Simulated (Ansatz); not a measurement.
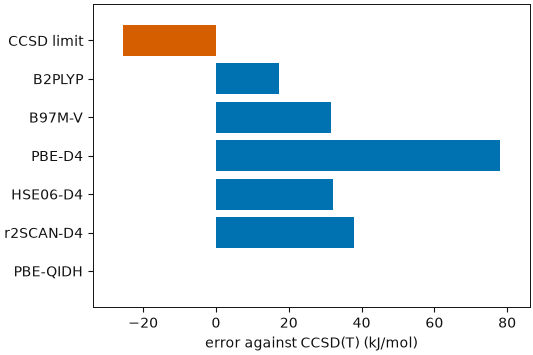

Error in the electronic atomisation energy (method less reference, so positive means overbinding) of BN, triplet: functionals in def2-TZVPP against frozen-core CCSD(T) at the limit (scheme: direct), which gives 434.3 kJ/mol, at a PBE0-D4/def2-TZVP geometry (a minimum by its frequencies), no zero-point or spin-orbit term, the Ansatz code. The reference leaves out core correlation, a term that grows with the number of heavy atoms. B2PLYP and PBE-QIDH hold a correlation term that converges slowly with the basis, so part of the distance to the limit is basis error. No dispersion term is added to B2PLYP and PBE-QIDH. Limit means the basis limit.

### What range do the values span?

From −25.5 kJ/mol (CCSD limit) to 77.9 kJ/mol (PBE-D4).

### Give the values.

```
     level  kJ/mol
CCSD limit   −25.5
    B2PLYP    17.4
    B97M-V    31.5
    PBE-D4    77.9
  HSE06-D4    32.3
 r2SCAN-D4    38.0
  PBE-QIDH     0.0
```

Caveats, for all or some of the runs: other spin states weren't compared here.
